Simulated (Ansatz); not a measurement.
```sh
ansatz run in.yaml --threads 4 --pin off --events-out ev --progress --plain --max-ram 9574MiB
```

```yaml
crystal:
  periodic: [false, false, false]
  atoms:
    - {symbol: Al, position_ang: [-0.563281, -0.290958, -0.786924]}
    - {symbol: H, position_ang: [0.247344, -1.628780, -0.933990]}
    - {symbol: O, position_ang: [0.001514, 1.084522, -1.586727]}
    - {symbol: O, position_ang: [-1.977921, -0.165723, 0.137232]}
    - {symbol: H, position_ang: [-0.435353, 1.933570, -1.544926]}
    - {symbol: H, position_ang: [-2.363525, -0.895030, 0.618572]}
basis:
  gaussian: {orbitals: def2-TZVPP}
hamiltonian: {xc: pbe0, dispersion: d4}
output: {orbitals: {seedname: orbitals}}
```

What structure does this define?

Formula AlH₃O₂. The point group is Cs. All atoms lie on one plane. Coordination: 1 Al trigonal planar; 2 O bent.

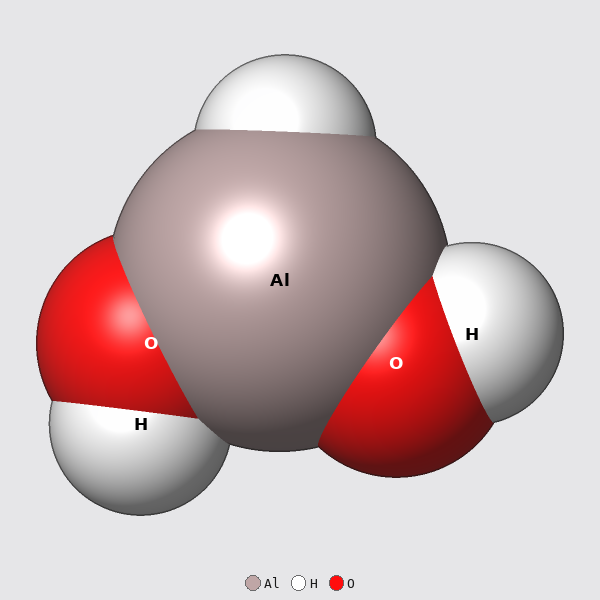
